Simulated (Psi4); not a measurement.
# CHFO (formyl fluoride) at KT2/cc-pVDZ (density fitting)

What is the electrostatic solvation energy at fixed shape (ddCOSMO, ethanol) of CHFO (formyl fluoride) at KT2/cc-pVDZ (density fitting)? 

Program for the calculation: Psi4 1.11.

3 further runs of the same task are left out: 2 that didn't finish, 1 set aside as unsound or not needed.

### Step 1. The system as given

The species is CHFO (4 atoms), meant as a singlet with charge 0. As SMILES, `O=CF`. The shape is that of a GFN2-xTB optimisation.

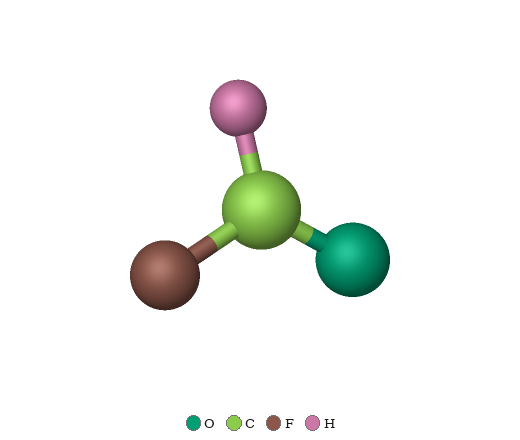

The structure, seen from a chosen angle (oxygen teal, carbon green, fluorine brown, hydrogen pink).

### Step 2. A single-point energy at KT2/cc-pVDZ (density fitting)

Input file calc.dat:

```
memory 1600 mb

molecule {
  O
  C 1 1.171273
  F 2 1.341338 1 122.33437
  H 2 1.098148 1 128.95706 3 179.98007
  symmetry c1
}

set {
  basis    cc-pVDZ
  scf_type df
}

energy("kt2")
```

Started as:

```sh
$ psi4 -n 1 calc.dat calc.out
```

calc.out:

```text
[...]
  Running in c1 symmetry.
[...]
  Nuclear repulsion =   67.642166404944703
[...]
  Multiplicity = 1
[...]
  Nalpha       = 12
  Nbeta        = 12
[...]
    Number of basis functions: 47
[...]
   @DF-RKS iter   1:  -216.65185872438283   -1.64051e-01   1.29185e-02 ADIIS/DIIS
[...]
   @DF-RKS iter   9:  -216.79507478787363   -1.43942e-09   1.49203e-07 DIIS
[...]
    Orbital Energies [Eh]
    ---------------------
    Doubly Occupied:
       1A    -24.772367     2A    -19.231586     3A    -10.401430
       4A     -1.182171     5A     -1.026388     6A     -0.605660
       7A     -0.506171     8A     -0.445424     9A     -0.442537
      10A     -0.354657    11A     -0.340344    12A     -0.277613
[...]
  @DF-RKS Final Energy:  -216.79507478787363
   => Energetics <=
    Nuclear Repulsion Energy =             67.6421664049447031
    One-Electron Energy =                -428.7668963971475478
    Two-Electron Energy =                 172.2600042167337335
    DFT Exchange-Correlation Energy =     -27.9303490124045162
    Empirical Dispersion Energy =           0.0000000000000000
    VV10 Nonlocal Energy =                  0.0000000000000000
    Total Energy =                       -216.7950747878736308
[...]
 Multipole Moments:
 ------------------------------------------------------------------------------------
     Multipole            Electronic (a.u.)      Nuclear  (a.u.)        Total (a.u.)
 ------------------------------------------------------------------------------------
 L = 1.  Multiply by 2.5417464519 to convert [e a0] to [Debye]
 Dipole X            :         -0.0002225            0.0002785            0.0000559
 Dipole Y            :         -1.4382192            1.8692288            0.4310096
 Dipole Z            :          0.6070299           -0.0352419            0.5717880
 Magnitude           :                                                    0.7160382
[...]
```

Wall time 4.2 s (1 thread of Intel Xeon Platinum 8375C at 2.90GHz (Ice Lake), shared host); peak memory 0.33 GiB.

### Step 3. A single-point energy at KT2/cc-pVDZ (density fitting, ddCOSMO ethanol)

Input file run.py:

```python
import psi4

psi4.set_memory(1600000000)
psi4.set_num_threads(1)
psi4.core.set_output_file('chfo.out', False)

mol = psi4.geometry("""
0 1
O
C 1 1.171273
F 2 1.341338 1 122.33437
H 2 1.098148 1 128.95706 3 179.98007
symmetry c1
""")

psi4.set_options({
    'basis': 'cc-pVDZ',
    'scf_type': 'df',
    'ddx': True,
    'ddx_model': 'cosmo',
    'ddx_solvent': 'ethanol',
    'ddx_radii_set': 'uff',
})

energy_value, wavefunction = psi4.energy('KT2', return_wfn=True)
print('E =', round(energy_value, 9))
```

Started as:

```sh
$ python run.py
```

chfo.out:

```text
[...]
  Running in c1 symmetry.
[...]
  Nuclear repulsion =   67.642166404944703
[...]
  Multiplicity = 1
[...]
  Nalpha       = 12
  Nbeta        = 12
[...]
    Number of basis functions: 47
[...]
   @DF-RKS iter   1:  -216.66225884299413   -1.74462e-01   1.27218e-02 ADIIS/DIIS
[...]
   @DF-RKS iter   8:  -216.79869949784768   -6.93426e-08   6.66571e-07 DIIS
[...]
    Orbital Energies [Eh]
    ---------------------
    Doubly Occupied:
       1A    -24.770147     2A    -19.229984     3A    -10.398100
       4A     -1.179975     5A     -1.025294     6A     -0.600345
       7A     -0.501792     8A     -0.444116     9A     -0.442840
      10A     -0.352219    11A     -0.339401    12A     -0.276685
[...]
  @DF-RKS Final Energy:  -216.79869949784768
   => Energetics <=
    Nuclear Repulsion Energy =             67.6421664049447031
    One-Electron Energy =                -428.8154745371641638
    Two-Electron Energy =                 172.3140328807112382
    DFT Exchange-Correlation Energy =     -27.9352838330523063
    Empirical Dispersion Energy =           0.0000000000000000
    VV10 Nonlocal Energy =                  0.0000000000000000
    DD Solvation Energy =                 -0.0041404132871723
    Total Energy =                       -216.7986994978476787
[...]
 Multipole Moments:
 ------------------------------------------------------------------------------------
     Multipole            Electronic (a.u.)      Nuclear  (a.u.)        Total (a.u.)
 ------------------------------------------------------------------------------------
 L = 1.  Multiply by 2.5417464519 to convert [e a0] to [Debye]
 Dipole X            :         -0.0002122            0.0002785            0.0000662
 Dipole Y            :         -1.3740490            1.8692288            0.4951798
 Dipole Z            :          0.7119505           -0.0352419            0.6767085
 Magnitude           :                                                    0.8385329
[...]
```

The script printed:

```text
E = -216.798699498
```

Run time: 7.2 s. Hardware: 1 thread of Intel Xeon Platinum 8375C at 2.90GHz (Ice Lake), shared host; peak memory 0.34 GiB.

### Step 4. What came out

At KT2/cc-pVDZ (density fitting):

```
                                        quantity          value
                         gas phase: total energy  -216.79507 Eh
                        gas phase: dipole moment         1.82 D
                          gas phase: HOMO energy       -7.55 eV
                          gas phase: LUMO energy       -1.55 eV
                        gas phase: HOMO–LUMO gap        6.00 eV
                  ddCOSMO, ethanol: total energy  -216.79870 Eh
                 ddCOSMO, ethanol: dipole moment         2.13 D
                   ddCOSMO, ethanol: HOMO energy       -7.53 eV
                   ddCOSMO, ethanol: LUMO energy       -1.42 eV
                 ddCOSMO, ethanol: HOMO–LUMO gap        6.11 eV
    ddCOSMO, ethanol: solvent term in the energy   -10.9 kJ/mol
energy change from gas to solvent at fixed shape      -0.099 eV
```

**Reading.** The solvent model (ddCOSMO, ethanol) lowers the energy by 0.10 eV (−9.5 kJ/mol) at the same shape. It holds the electrostatic part alone, without cavity or dispersion terms.
